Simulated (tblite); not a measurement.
**C3H7NO2Si3: geometry relaxation**

The run: geometry relaxation of C3H7NO2Si3. Method and program: GFN2-xTB geometry optimisation, gas phase (tblite 0.8.0).

It belongs to a series of runs on one base structure; here: H on Si replaced by COOH.

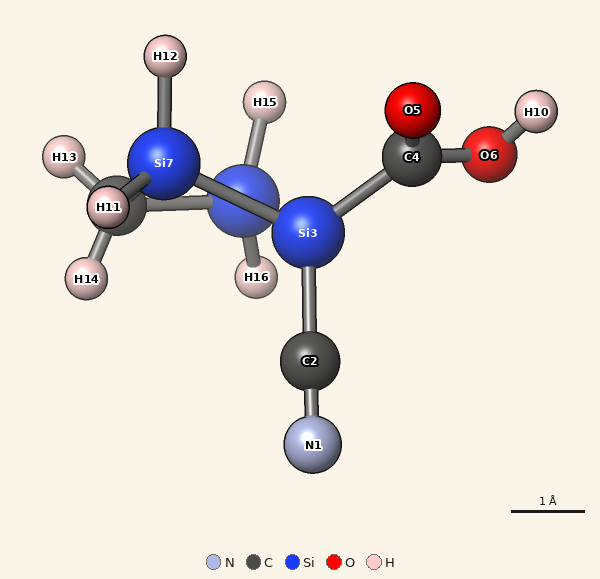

**Figure 1.** The starting structure (ball-and-stick view, seen at a tilt; atoms are numbered from 1 in the order of the input).

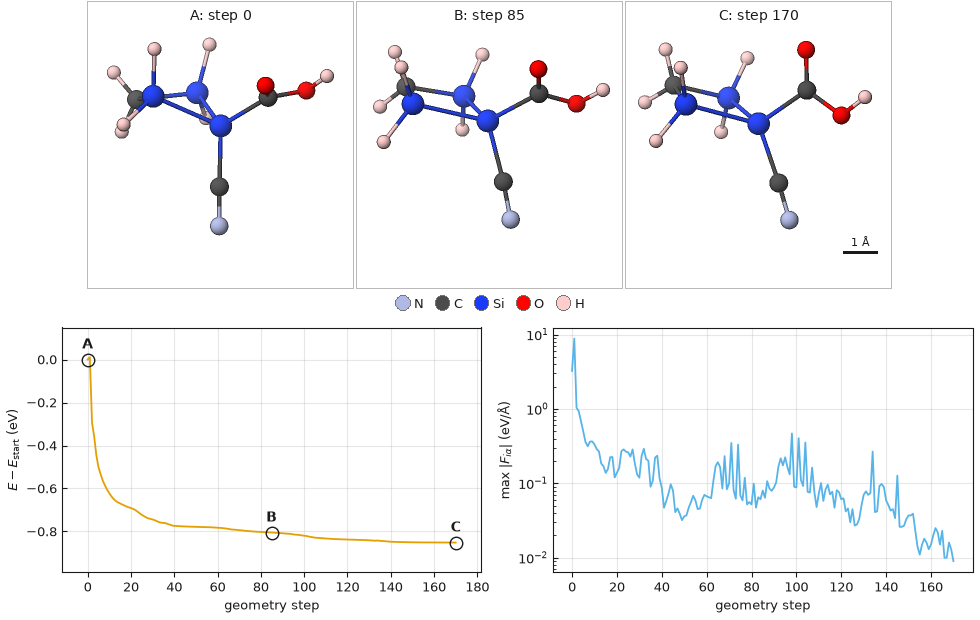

**Figure 2.** Frames of the relaxation (ball-and-stick view, seen at a tilt) above the curves, on which the letters mark them (steps are counted from 0).

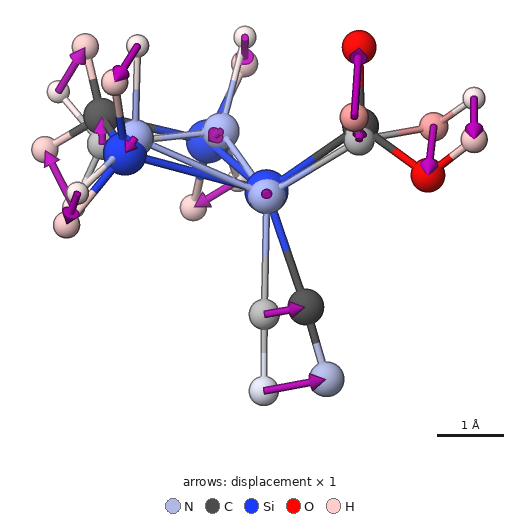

**Figure 3.** Start (faint) and end (solid) with the displacements as pink arrows, at true length (ball-and-stick view, seen at a tilt). The two geometries are laid on each other by the best rigid fit. After 170 geometry steps the energy has fallen by 0.852 eV. Largest force component: 3.2 eV/Å at the start, 0.009 eV/Å at the end. The atom that moves furthest after the best rigid fit is O5 (1.60 Å). Largest moves by element: O 1.60 Å, N 0.99 Å, H 0.98 Å, C 0.65 Å, Si 0.38 Å. Among the contacts that change: Si3–Si9 2.249 → 2.358 Å, Si3–Si7 2.258 → 2.359 Å, Si3–C4 1.818 → 1.909 Å, C2–Si3 1.815 → 1.867 Å. Among the angles that change: C2–Si3–C4 120.4° → 103.2°, Si7–C8–Si9 92.7° → 105.3°, C2–Si3–Si7 112.5° → 120.5°. (Atoms are counted from 1 in the order of the input.)

The input that produced these results follows, with the program's output.

### The input
```
{"job": {"kind": "relax", "xc": "GFN2-xTB", "basis": "xTB"}, "charge": 0, "multiplicity": 1}
N      0.590800    -0.612600     3.465800
C      0.599800    -0.351600     2.324500
Si     0.635800     0.032500     0.550600
C      2.211600     0.393800    -0.281400
O      2.553700     1.542700    -0.446000
O      3.013700    -0.623300    -0.676300
Si    -1.062700     1.380300    -0.077800
C     -2.188500    -0.151500    -0.218800
Si    -0.722400    -1.303700    -0.645100
H      3.805900    -0.187500    -1.057500
H     -1.558500     2.331700     0.949100
H     -0.890100     2.025000    -1.397200
H     -2.950600    -0.079000    -1.003000
H     -2.679100    -0.418500     0.717300
H     -0.449100    -1.292500    -2.104300
H     -0.918100    -2.676900    -0.111200
```

The first line tells a small driver script what to run in tblite; the rest is the geometry in Å.

Command:
```bash
OMP_NUM_THREADS=1 python <driver script> task.json out
```

### Log
```
step      E/eV     max force
  0    -710.09477    3.375
  1    -710.08379    9.056
  2    -710.38837    1.302
  3    -710.45301    1.050
  4    -710.54063    0.808
  5    -710.59626    0.782
  6    -710.62918    0.446
  7    -710.65884    0.355
  8    -710.68107    0.382
  9    -710.70064    0.386
 10    -710.71697    0.380
 11    -710.73183    0.334
 12    -710.74363    0.309
 13    -710.75293    0.195
 14    -710.75956    0.183
 15    -710.76467    0.148
 16    -710.76950    0.160
 17    -710.77435    0.243
 18    -710.77887    0.250
 19    -710.78236    0.170
 20    -710.78549    0.165
 21    -710.78953    0.180
 22    -710.79517    0.292
 23    -710.80232    0.338
 24    -710.81016    0.275
 25    -710.81745    0.274
 26    -710.82344    0.240
 27    -710.82922    0.291
 28    -710.83373    0.197
 29    -710.83640    0.139
 30    -710.83889    0.135
 31    -710.84252    0.251
 32    -710.84726    0.313
 33    -710.85155    0.229
 34    -710.85385    0.212
 35    -710.85499    0.105
 36    -710.85610    0.122
 37    -710.85996    0.227
 38    -710.86311    0.244
 39    -710.86698    0.133
 40    -710.86846    0.088
 41    -710.86923    0.063
 42    -710.86988    0.078
 43    -710.87050    0.075
 44    -710.87102    0.099
 45    -710.87147    0.081
 46    -710.87190    0.044
 47    -710.87227    0.047
 48    -710.87253    0.041
 49    -710.87273    0.040
 50    -710.87291    0.047
 51    -710.87311    0.044
 52    -710.87337    0.051
 53    -710.87370    0.060
 54    -710.87410    0.071
 55    -710.87450    0.061
 56    -710.87488    0.056
 57    -710.87530    0.058
 58    -710.87589    0.072
 59    -710.87664    0.086
 60    -710.87735    0.078
 61    -710.87793    0.065
 62    -710.87862    0.079
 63    -710.87966    0.121
 64    -710.88119    0.176
 65    -710.88303    0.193
 66    -710.88472    0.165
 67    -710.88597    0.086
 68    -710.88639    0.245
 69    -710.88769    0.087
 70    -710.88859    0.105
 71    -710.88930    0.376
 72    -710.89089    0.104
 73    -710.89181    0.065
 74    -710.89253    0.375
 75    -710.89392    0.076
 76    -710.89463    0.060
 77    -710.89558    0.138
 78    -710.89600    0.058
 79    -710.89628    0.062
 80    -710.89714    0.064
 81    -710.89758    0.111
 82    -710.89811    0.065
 83    -710.89899    0.066
 84    -710.89945    0.063
 85    -710.89994    0.082
 86    -710.90034    0.064
 87    -710.90079    0.113
 88    -710.90139    0.086
 89    -710.90217    0.088
 90    -710.90335    0.098
 91    -710.90408    0.106
 92    -710.90463    0.195
 93    -710.90544    0.222
 94    -710.90627    0.177
 95    -710.90855    0.288
 96    -710.90921    0.183
 97    -710.91027    0.148
 98    -710.91105    0.626
 99    -710.91325    0.115
100    -710.91465    0.110
101    -710.91567    0.554
102    -710.91815    0.122
103    -710.91995    0.111
104    -710.92203    0.485
105    -710.92354    0.081
106    -710.92441    0.080
107    -710.92521    0.219
108    -710.92606    0.091
109    -710.92699    0.052
110    -710.92749    0.074
111    -710.92799    0.113
112    -710.92862    0.060
113    -710.92956    0.091
114    -710.93014    0.103
115    -710.93051    0.074
116    -710.93087    0.086
117    -710.93124    0.051
118    -710.93161    0.113
119    -710.93204    0.078
120    -710.93239    0.062
121    -710.93277    0.071
122    -710.93310    0.046
123    -710.93346    0.052
124    -710.93368    0.033
125    -710.93383    0.056
126    -710.93403    0.038
127    -710.93431    0.036
128    -710.93475    0.038
129    -710.93517    0.053
130    -710.93573    0.080
131    -710.93642    0.095
132    -710.93719    0.092
133    -710.93774    0.079
134    -710.93656    0.307
135    -710.93852    0.061
136    -710.93884    0.045
137    -710.94001    0.110
138    -710.94068    0.115
139    -710.94164    0.098
140    -710.94239    0.077
141    -710.94297    0.057
142    -710.94335    0.044
143    -710.94368    0.046
144    -710.94395    0.035
145    -710.94386    0.147
146    -710.94427    0.028
147    -710.94438    0.028
148    -710.94466    0.028
149    -710.94480    0.034
150    -710.94506    0.043
151    -710.94527    0.040
152    -710.94544    0.042
153    -710.94552    0.024
154    -710.94556    0.015
155    -710.94559    0.014
156    -710.94562    0.018
157    -710.94566    0.021
158    -710.94569    0.021
159    -710.94572    0.018
160    -710.94578    0.016
161    -710.94587    0.024
162    -710.94600    0.030
163    -710.94610    0.024
164    -710.94616    0.018
165    -710.94617    0.026
166    -710.94620    0.011
167    -710.94622    0.010
168    -710.94626    0.016
169    -710.94628    0.013
170    -710.94630    0.009
```

### Trajectory as extended XYZ (Å, eV, eV/Å), 7 of the 171 frames kept, from step=0 to step=170
```
16
Properties=species:S:1:pos:R:3:forces:R:3 step=0 energy=-710.09477
N     0.5908   -0.6126    3.4658   -0.1130   0.5570  -2.3750
C     0.5998   -0.3516    2.3245    0.5270  -0.7560   3.2470
Si    0.6358    0.0325    0.5506   -0.6980  -0.2870   0.2820
C     2.2116    0.3938   -0.2814    2.3320   0.2200  -0.2180
O     2.5537    1.5427   -0.4460    0.0570   0.0340  -0.2730
O     3.0137   -0.6233   -0.6763   -0.1940   0.8870   0.0230
Si   -1.0627    1.3803   -0.0778   -1.0270   2.0000   0.4390
C    -2.1885   -0.1515   -0.2188    0.0310   0.0030  -0.6240
Si   -0.7224   -1.3037   -0.6451   -0.7270  -2.1860  -0.5220
H     3.8059   -0.1875   -1.0575   -0.1130  -0.4760   0.0100
H    -1.5585    2.3317    0.9491    0.0110  -0.0500  -0.3670
H    -0.8901    2.0250   -1.3972   -0.0870  -0.0760   0.2550
H    -2.9506   -0.0790   -1.0030    0.0840  -0.0720   0.3410
H    -2.6791   -0.4185    0.7173    0.0750   0.0610  -0.1780
H    -0.4491   -1.2925   -2.1043   -0.1250  -0.0850   0.3120
H    -0.9181   -2.6769   -0.1112   -0.0330   0.2260  -0.3520
16
Properties=species:S:1:pos:R:3:forces:R:3 step=28 energy=-710.83373
N     0.9292   -0.5907    3.3461    0.0220  -0.0030   0.0830
C     0.8604   -0.3131    2.2346    0.0940  -0.0320   0.0340
Si    0.6072    0.0887    0.4368   -0.0670   0.0250  -0.1840
C     2.3715    0.5007   -0.2213    0.0270   0.0000  -0.0250
O     2.8187    1.6110   -0.3564   -0.0310  -0.0200   0.0570
O     3.0497   -0.5930   -0.5910   -0.0050   0.0410   0.1120
Si   -1.2278    1.5105    0.0077    0.0710  -0.0160  -0.0150
C    -2.1729   -0.1327   -0.3373   -0.0410  -0.0240   0.0200
Si   -0.8101   -1.4608   -0.6439   -0.0230   0.0050  -0.0370
H     3.9428   -0.3590   -0.9026   -0.0550  -0.0360  -0.0320
H    -1.9307    2.3617    0.9714    0.0600  -0.0080   0.0030
H    -1.0349    2.2771   -1.2265   -0.0530   0.0540  -0.0180
H    -2.9456   -0.0762   -1.1008    0.0280   0.0110   0.0090
H    -2.6869   -0.4127    0.5839   -0.1210   0.0050  -0.0270
H    -0.5451   -1.6344   -2.0769    0.0060  -0.0050  -0.0200
H    -1.2332   -2.7681   -0.1354    0.0880   0.0010   0.0380
16
Properties=species:S:1:pos:R:3:forces:R:3 step=57 energy=-710.87530
N     1.2079   -0.5494    3.2506    0.0090  -0.0050  -0.0110
C     0.9916   -0.2937    2.1524   -0.0310   0.0140   0.0010
Si    0.5813    0.1176    0.3741    0.0440  -0.0350  -0.0130
C     2.3737    0.5099   -0.2128   -0.0010  -0.0210  -0.0020
O     2.8715    1.6003   -0.3177   -0.0290   0.0250  -0.0150
O     3.0370   -0.6166   -0.4963    0.0090  -0.0200   0.0120
Si   -1.2796    1.5082    0.0221    0.0050   0.0110   0.0020
C    -2.2193   -0.1225   -0.4172    0.0220  -0.0260  -0.0090
Si   -0.8421   -1.4628   -0.6436   -0.0430   0.0040   0.0100
H     3.9594   -0.4339   -0.7485   -0.0090  -0.0010  -0.0080
H    -1.9005    2.2680    1.1055   -0.0330   0.0040   0.0460
H    -1.2195    2.3921   -1.1453    0.0140   0.0280  -0.0200
H    -2.8704   -0.0250   -1.2838   -0.0020   0.0030   0.0100
H    -2.8786   -0.4058    0.4042    0.0040   0.0100  -0.0190
H    -0.6406   -1.7499   -2.0704    0.0230  -0.0130   0.0340
H    -1.1793   -2.7277    0.0154    0.0180   0.0200  -0.0180
16
Properties=species:S:1:pos:R:3:forces:R:3 step=85 energy=-710.89994
N     1.3103   -0.5114    3.2783    0.0140  -0.0020  -0.0330
C     1.0763   -0.2842    2.1774    0.0180   0.0020   0.0190
Si    0.5873    0.1043    0.4167   -0.0090   0.0140   0.0230
C     2.2978    0.4747   -0.3720    0.0190   0.0250  -0.0050
O     2.6184    1.4869   -0.9420   -0.0080  -0.0800   0.0160
O     3.1035   -0.5869   -0.2582   -0.0090   0.0220   0.0130
Si   -1.2912    1.4977    0.1681   -0.0090   0.0110   0.0230
C    -2.1639   -0.0534   -0.5990   -0.0200  -0.0320  -0.0100
Si   -0.8509   -1.4736   -0.5738   -0.0060   0.0070  -0.0090
H     3.9751   -0.4298   -0.6599    0.0190   0.0340  -0.0060
H    -1.9649    1.9213    1.4007    0.0080  -0.0010  -0.0130
H    -1.2974    2.6507   -0.7363    0.0200  -0.0300  -0.0060
H    -2.5234    0.1424   -1.6093   -0.0160  -0.0050   0.0330
H    -3.0508   -0.3309   -0.0301   -0.0080   0.0230  -0.0330
H    -0.5632   -1.9864   -1.9194   -0.0050  -0.0020   0.0180
H    -1.2705   -2.6125    0.2474   -0.0090   0.0130  -0.0290
16
Properties=species:S:1:pos:R:3:forces:R:3 step=113 energy=-710.92956
N     1.6156   -0.5721    3.3105    0.0120  -0.0380   0.0790
C     1.2277   -0.3878    2.2468   -0.0250   0.0280  -0.0830
Si    0.5462   -0.0271    0.5462   -0.0090   0.0180  -0.0210
C     2.1457    0.3691   -0.4277    0.0050   0.0310  -0.0180
O     2.1880    1.1000   -1.3885    0.0030  -0.0470   0.0300
O     3.2116   -0.2931    0.0283    0.0070   0.0250   0.0130
Si   -1.2546    1.4612    0.2405   -0.0150  -0.0080  -0.0120
C    -2.1436    0.0028   -0.6770    0.0340   0.0250  -0.0030
Si   -0.9322   -1.4976   -0.5598   -0.0090  -0.0160  -0.0170
H     4.0105   -0.0899   -0.4884    0.0020   0.0040  -0.0140
H    -2.0071    1.8838    1.4271    0.0120  -0.0190   0.0070
H    -1.1140    2.6404   -0.6153    0.0200   0.0060   0.0000
H    -2.3322    0.2612   -1.7175   -0.0110   0.0160  -0.0400
H    -3.1265   -0.2111   -0.2626   -0.0070  -0.0350   0.0370
H    -0.5502   -2.0169   -1.8807   -0.0200   0.0040   0.0480
H    -1.4925   -2.6142    0.2067    0.0020   0.0070  -0.0060
16
Properties=species:S:1:pos:R:3:forces:R:3 step=142 energy=-710.94335
N     1.5298   -0.7991    3.2750   -0.0120   0.0110  -0.0410
C     1.2006   -0.5145    2.2126    0.0010   0.0000   0.0240
Si    0.5637   -0.0616    0.5164   -0.0150  -0.0070   0.0030
C     2.1562    0.3277   -0.4599    0.0180   0.0180  -0.0110
O     2.1396    0.8050   -1.5704    0.0100  -0.0120   0.0180
O     3.2868    0.0101    0.1740   -0.0060   0.0320  -0.0270
Si   -1.2149    1.4632    0.2278    0.0040   0.0110  -0.0070
C    -2.1458    0.0275   -0.6747   -0.0040  -0.0150  -0.0030
Si   -0.9594   -1.4954   -0.5733    0.0030   0.0130  -0.0140
H     4.0668    0.2243   -0.3677    0.0000  -0.0170   0.0190
H    -1.9269    1.9130    1.4294    0.0080  -0.0210  -0.0040
H    -1.0396    2.6369   -0.6313    0.0160  -0.0020   0.0050
H    -2.3707    0.2909   -1.7079    0.0080  -0.0040   0.0110
H    -3.1125   -0.1869   -0.2219   -0.0180   0.0190   0.0040
H    -0.6374   -2.0712   -1.8831   -0.0080   0.0150   0.0180
H    -1.5440   -2.5609    0.2437   -0.0040  -0.0430   0.0070
16
Properties=species:S:1:pos:R:3:forces:R:3 step=170 energy=-710.94630
N     1.4988   -0.8669    3.2337    0.0000   0.0050   0.0040
C     1.1844   -0.5630    2.1726   -0.0020   0.0020  -0.0040
Si    0.5723   -0.0987    0.4711   -0.0030   0.0070   0.0010
C     2.1811    0.3066   -0.4737   -0.0020   0.0000   0.0020
O     2.1935    0.6640   -1.6278   -0.0010  -0.0040  -0.0070
O     3.2907    0.1717    0.2542    0.0060  -0.0010   0.0030
Si   -1.1835    1.4550    0.2120   -0.0030   0.0060   0.0060
C    -2.1655    0.0295   -0.6511   -0.0030   0.0070   0.0030
Si   -0.9948   -1.5081   -0.5855    0.0000   0.0020   0.0010
H     4.0850    0.3962   -0.2613    0.0030  -0.0040   0.0010
H    -1.8593    1.9268    1.4252    0.0030  -0.0040  -0.0030
H    -0.9913    2.6177   -0.6591   -0.0010  -0.0040   0.0030
H    -2.4198    0.2905   -1.6779    0.0010  -0.0020   0.0010
H    -3.1212   -0.1614   -0.1648    0.0020  -0.0030   0.0010
H    -0.7142   -2.0667   -1.9101    0.0020  -0.0010  -0.0090
H    -1.5636   -2.5843    0.2312   -0.0010  -0.0070   0.0000
```

### Key numbers

| quantity | value |
| --- | --- |
| outcome | converged |
| total energy | −710.9463 eV |
| hardware | 1 CPU thread, shared host |
| wall time | 1.6 s |
| peak memory | 0.18 GiB |
